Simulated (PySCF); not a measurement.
```xyz
16
charge 0, multiplicity 1
C    -1.8025    1.5956    0.4364
N    -0.6021    1.3274    0.2154
Si    0.2389   -0.0094   -0.4847
C    -0.6229   -1.7195   -0.4540
C    -1.9650   -1.5874   -0.9072
N    -3.0421   -1.4445   -1.2703
O     1.5450   -0.3393    0.4127
C     2.5764    0.5376    0.7611
H    -2.6412    0.9325    0.2138
H    -2.0515    2.5561    0.8821
H     0.5395    0.4248   -1.8478
H    -0.6300   -2.1174    0.5618
H    -0.1032   -2.4318   -1.0941
H     3.1160    0.8634   -0.1302
H     2.1784    1.4159    1.2701
H     3.2587    0.0048    1.4235
```

What structure does this define?

Formula C₄H₈N₂OSi. As SMILES it reads `C=N[Si@H](CC#N)OC`. It has no ring. Among its groups: nitrile, imine, Si–H bond, Si–O bond, Si–N bond. The point group is C1. Coordination: 1 C trigonal planar; 1 N bent; 1 Si tetrahedral; 2 C tetrahedral; 1 C linear; 1 O bent.

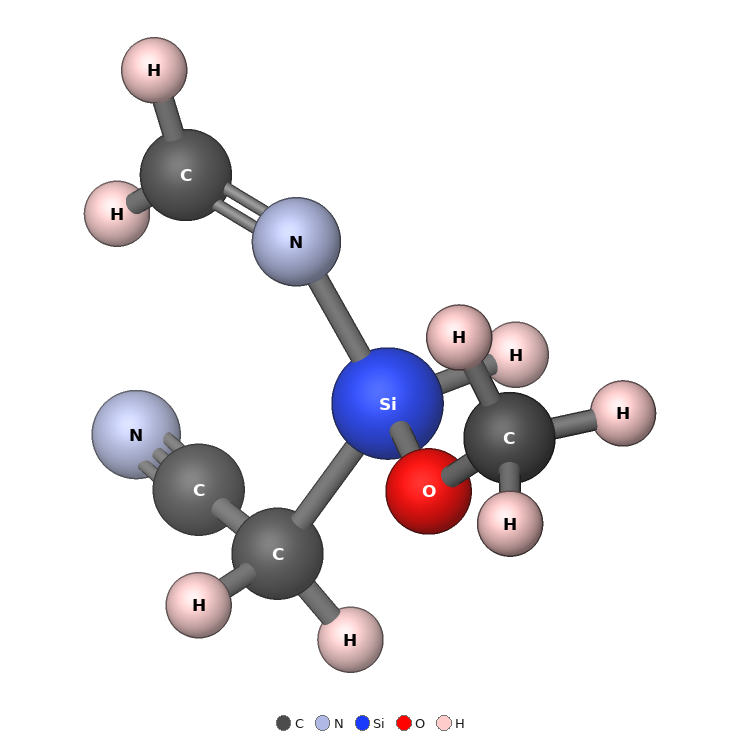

(Drawn from a calculation with PySCF.)
